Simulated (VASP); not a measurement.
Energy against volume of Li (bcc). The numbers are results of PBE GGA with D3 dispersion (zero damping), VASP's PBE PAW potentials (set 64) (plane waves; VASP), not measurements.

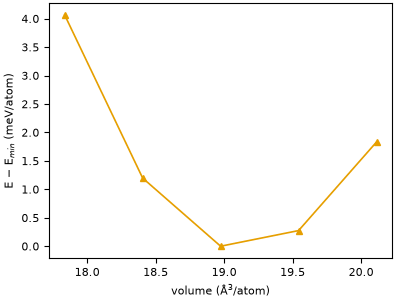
*Energy against volume*

Question: Estimate the equilibrium volume and the bulk modulus.

Answer: The minimum lies near 19.1 Å³/atom, and the curvature gives B0 of about 13 GPa.

Measured: bulk modulus 13.8 GPa at 0 K (computed value off by -3.4 %), as given by H. Levämäki et al., Physical Review B (2014), arXiv:1402.3671 [corrected for temperature and zero-point phonon effects]; a 3.449 Å at 0 K (computed value off by -2.3 %), as given by Gábor I. Csonka et al., Physical Review B (2009), arXiv:0903.4037 [low-temperature or extrapolated to 0 K; zero-point anharmonic expansion removed].

The compound is Li in the bcc structure. It was relaxed first, which changed the volume by -10 %.
